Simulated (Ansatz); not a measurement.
Results of r²SCAN+rVV10 in Ansatz (plane waves, PAW) for hcp Ru.

Numerical settings: plane-wave cutoff 560 eV, 24×24×14 k mesh (along the axes of the cell as run), Fermi–Dirac smearing 0.05 eV, no spin polarisation, scalar-relativistic PAW data made under PBE.

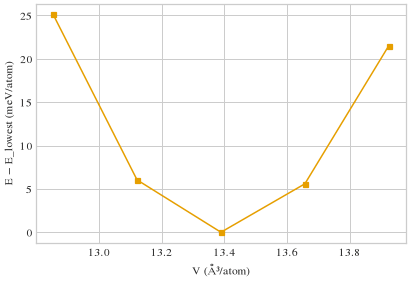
Figure. Total energy against volume

### Question
From the curve, estimate the equilibrium volume and the bulk modulus.

### Answer
V0 ≈ 13.4 Å³/atom and B0 ≈ 350 GPa; the fit gives V0 = 13.390 Å³/atom, B0 = 347 GPa, B′ = 4.8.

Shape and atoms are relaxed at each volume.

Measured, for comparison: bulk modulus 318 GPa (zero-point energy and finite temperature contributions removed, our sources range from 318 to 336; as tabulated in doi:10.1021/acs.jctc.3c00612). Computed (rounded) less measured: bulk modulus +9 % (+3 % to +9 % over the range).

Note: the bulk modulus comes from volumes at which shape and atoms were relaxed.

The computed numbers hold no vibrational or temperature effects.

Ansatz is an electronic-structure program.
